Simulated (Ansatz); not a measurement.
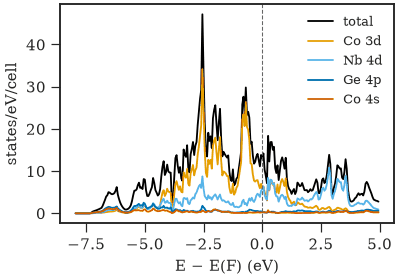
Figure: Total and projected density of states of Nb2Co3Ge in space group P6_3/mmc (No. 194; Nb on 4f, Co on 6h, Ge on 2a), plane-wave PAW r²SCAN (Ansatz code)

### Question
Which orbitals carry the states next to the Fermi level?

### Answer
Within 0.5 eV of the Fermi level: Co 3d 53 %, Nb 4d 37 %. Projections are on Löwdin-orthogonalised atomic valence shells; empty p or d shells of many metals are not among them.

### Question
Where is the tallest occupied peak in this window, and what makes it?

### Answer
Near -2.6 eV, about 47 states/eV per cell; the largest projected share is Co 3d.

The first step of the workflow began from a Materials Project structure, measured or hypothetical; the Crystallography Open Database copy checked does not list it. Its standing as an ambient phase is unchecked. The cell was relaxed with r²SCAN under the symmetry of its start; whether a distortion lowers the energy is not shown. No spin polarisation was allowed. Spin–orbit coupling is left out wherever it is not named.

Potentials: the later of the program's two PAW sets.
